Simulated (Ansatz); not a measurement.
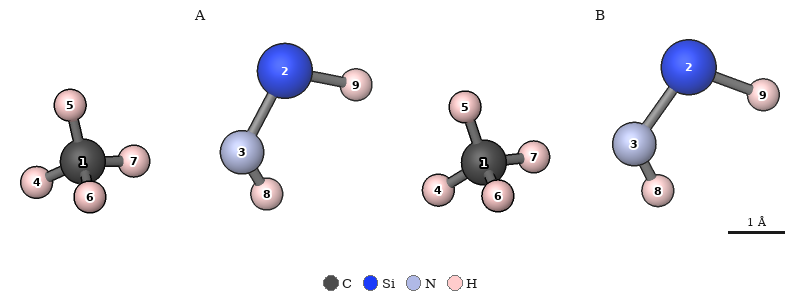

Two geometries of CH6NSi (charge −1), drawn at one scale. One is the start of a relaxation, the other its converged end. Style: ball-and-stick. Shown at a tilt.

Theory: Ansatz, RKS PBE0-D4/def2-TZVPD. (force threshold 0.005 eV/Å; at most 200 steps)

### Which geometry has the lower energy?

Structure A is the relaxed one. It is one of the separated reactants of a reaction. The largest move after the best rigid fit is that of H9, 0.25 Å. By element the largest moves are H 0.25 Å, N 0.21 Å, Si 0.11 Å, C 0.03 Å. Among the contacts that change: Si2–N3 1.700 → 1.662 Å, C1–H7 1.119 → 1.098 Å, Si2–H9 1.620 → 1.600 Å, N3–H8 1.033 → 1.018 Å. Over 23 accepted moves (26 points after the start) the energy falls by 4.66 kJ/mol. The largest force component goes from 0.94 to 0.0024 eV/Å. The line search rejected the trial steps at points 2, 9, 16 of the run. The forces were under the threshold at step 15, but the run went on from there. Cost: 83 s on 2 threads of Arm Neoverse V1, with other jobs on the host.

Limits of the set-up: the start holds two separate molecules, 2.2 Å apart at their closest, whose relative position is a soft coordinate.
